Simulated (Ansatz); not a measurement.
# BClH₅NOSi: basis-set convergence

Aim: see how fast density functionals converge with the basis set for BClH₅NOSi.

Program: Ansatz 0.2.0, Gaussian basis. Level of theory: one geometry, several basis sets. These are calculated values, not measurements.

The runs, in order: PBE0-D4/def2-SVP; ωB97M-V/def2-SVP; PBE0-D4/def2-QZVPP; ωB97M-V/def2-QZVPP; the functionals' def2-TZVPP values are taken from earlier runs.

## Step 1: The relaxed structure

The geometry comes from an earlier relaxation with PBE0-D4 in a triple-zeta def2 set; it is a stationary point, not always the lowest conformer.

SMILES `NB(Cl)O[SiH3]`, 10 atoms, charge 0, spin multiplicity 1.

Atoms are counted from 1 here; the program's logs count them from 0.

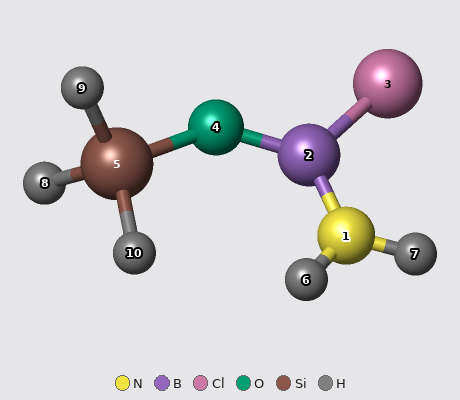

The geometry (nitrogen yellow, boron purple, chlorine pink, oxygen teal, silicon brown, hydrogen grey); atoms are numbered from 1 in the order of the file.

## Step 2: PBE0-D4 in def2-SVP

Contents of in.yaml:

```yaml
crystal:
  periodic: [false, false, false]
  atoms:
    - {symbol: N, position_ang: [-0.769157, 1.297214, 0.802129]}
    - {symbol: B, position_ang: [-0.775170, -0.094696, 0.921828]}
    - {symbol: Cl, position_ang: [-1.798588, -0.829447, 2.177963]}
    - {symbol: O, position_ang: [-0.047055, -0.929544, 0.138370]}
    - {symbol: Si, position_ang: [1.014336, -0.816446, -1.107875]}
    - {symbol: H, position_ang: [-0.219195, 1.786769, 0.118079]}
    - {symbol: H, position_ang: [-1.321140, 1.885534, 1.399007]}
    - {symbol: H, position_ang: [0.468210, -1.556940, -2.269341]}
    - {symbol: H, position_ang: [2.309108, -1.403001, -0.689060]}
    - {symbol: H, position_ang: [1.221751, 0.609559, -1.488099]}
basis:
  gaussian: {orbitals: def2-SVP}
hamiltonian: {xc: pbe0, dispersion: d4}
output: {orbitals: {seedname: orbitals}}
```

Run with:

```bash
$ ansatz run in.yaml --threads 4 --pin off --events-out ev --progress --plain --max-ram 10444MiB
```

The runs that follow: ωB97M-V in def2-SVP; PBE0-D4 in def2-QZVPP; ωB97M-V in def2-QZVPP.

Q: Predict the results of all the runs planned. Wanted: PBE0-D4: double and triple zeta above quadruple; ωB97M-V: double and triple zeta above quadruple.

The runs gave:

| quantity | value |
| --- | --- |
| PBE0-D4: double and triple zeta above quadruple | 13.07, 0.90 eV |
| ωB97M-V: double and triple zeta above quadruple | 13.12, 0.84 eV |

**Reading.** For PBE0-D4 the step from double to triple zeta gains 12.17 eV and the next only 0.90 eV. These are total energies; as a rule much of such shifts cancels in differences, which this series doesn't test. The LUMO of ωB97M-V is positive and keeps falling with the basis (2.46 to 1.25 eV): an unbound level that the basis holds in place.
